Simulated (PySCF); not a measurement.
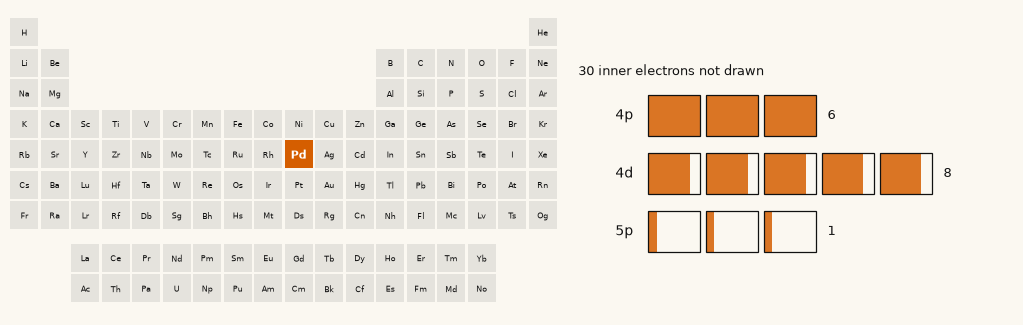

Left, the place of palladium in the periodic table; right, the outer shells of the nominal configuration: a box for each of the 2l + 1 orbitals, shaded by the share of the shell that is filled, with the electron count at the right.

## Run report: Pd⁺, atomic calculation

System: Pd⁺, configuration 1s2 2s2 2p6 3s2 3p6 3d10 4s2 4p6 4d8 5p1, multiplicity 4.
Method: unrestricted HF, def2-TZVPPD with ECP28, scalar-relativistic core potential (PySCF).

### Results in brief

```tsv
quantity	value
outcome	converged
total energy (valence electrons, under a core potential)	−126.532866 hartree
⟨S²⟩	3.754
⟨L²⟩	14.05
SCF iterations	8
hardware	1 CPU thread, shared host
```

### Remarks

This is not the ground configuration of the species. ⟨L²⟩ departs from that of the intended term, so the determinant mixes terms.

### The input
```python
from pyscf import gto, scf, dft, mp, cc
mol = gto.M(atom="Pd 0 0 0", charge=1, spin=3, symmetry="D2h",
            basis="def2-TZVPPD",
            ecp="def2-TZVPPD")
mf = scf.UHF(mol)
mf.irrep_nelec = {'Ag': (3, 1), 'B1g': (1, 1), 'B2g': (1, 1), 'B3g': (1, 1), 'B1u': (1, 1), 'B2u': (2, 1), 'B3u': (1, 1)}
mf.kernel()
```

The script is an equivalent of what the driver set up; the driver started from orbitals of its own, so the log can be shorter than this script's would be, and it computed the properties (radii, ⟨L²⟩, response) afterwards. It held the occupations shell by shell, which the script's counts by irreducible representation don't always enforce.

### The program's output (extracts)
```
damping factor = 0
level_shift factor = 0
DIIS = <class 'pyscf.scf.diis.CDIIS'>
diis_start_cycle = 1
diis_space = 10
diis_damp = 0
SCF conv_tol = 1e-09
SCF conv_tol_grad = None
number electrons alpha = 10  beta = 7
cycle= 1 E= -126.532465555243  delta_E= -0.00963  |g|= 0.0396  |ddm|= 0.048
cycle= 2 E= -126.532836556671  delta_E= -0.000371  |g|= 0.00849  |ddm|= 0.0109
cycle= 3 E= -126.532863088037  delta_E= -2.65e-05  |g|= 0.00137  |ddm|= 0.00561
cycle= 4 E= -126.53286506484  delta_E= -1.98e-06  |g|= 0.000667  |ddm|= 0.00212
cycle= 5 E= -126.532865810116  delta_E= -7.45e-07  |g|= 0.00018  |ddm|= 0.00188
cycle= 6 E= -126.53286588005  delta_E= -6.99e-08  |g|= 3.56e-05  |ddm|= 0.000715
cycle= 7 E= -126.532865882431  delta_E= -2.38e-09  |g|= 6.31e-06  |ddm|= 0.000124
cycle= 8 E= -126.532865882488  delta_E= -5.68e-11  |g|= 9.93e-07  |ddm|= 1.93e-05
converged SCF energy = -126.532865882488  <S^2> = 3.7535572  2S+1 = 4.0017782
```

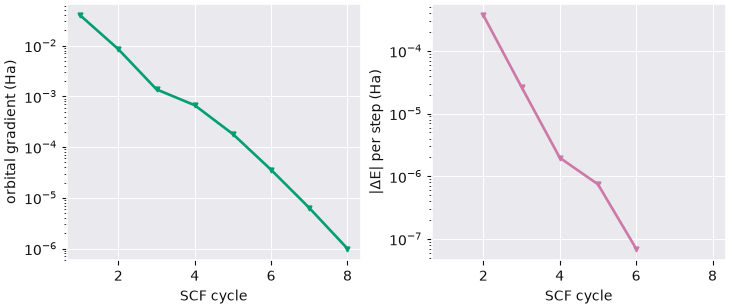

Convergence: orbital gradient and change of the energy from step to step (the smallest changes aren't drawn) against the SCF cycle. The residual falls at every step. It goes from 0.040 to 9.9×10⁻⁷ in 8 steps.

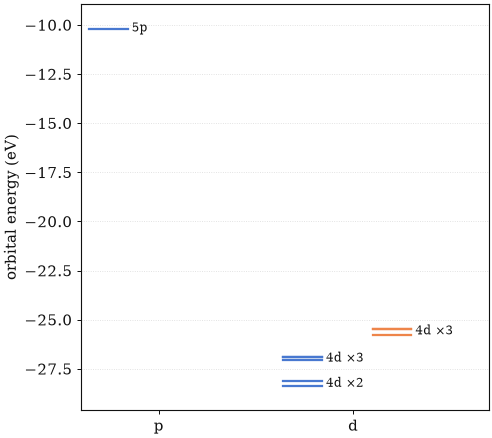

Orbital energies of the mean field, from the top down to −28.3 eV, by angular momentum, α spin at the left of each column and β at the right; ×n counts the orbitals under one label. The highest filled orbital is 5p α at −10.2 eV, the lowest empty one s α at −9.49 eV.

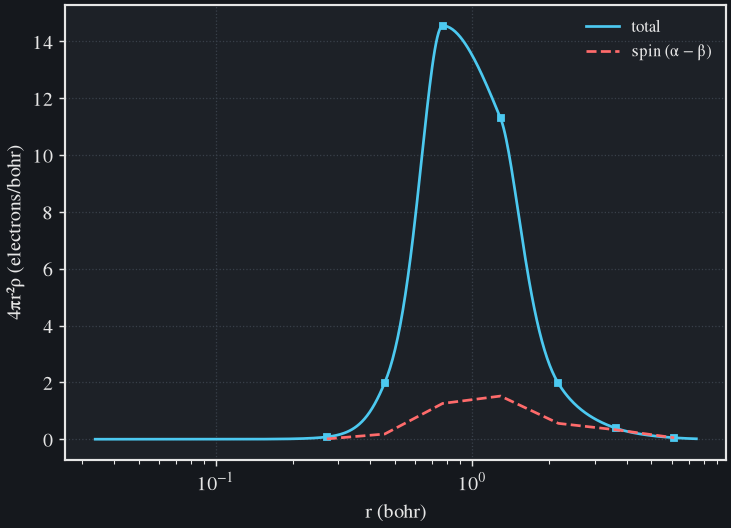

Spherically averaged radial density 4πr²ρ of the mean field (valence electrons alone, under a core potential) and its spin part; markers are the stored points, which are sparse, and the line is a monotone interpolation between them. The largest stored value is 14.6 electrons/bohr at r = 0.77 bohr. Root-mean-square radii of the shells: 4s 1.01, 4p 1.11, 4d 1.50, 5p 4.00 bohr.
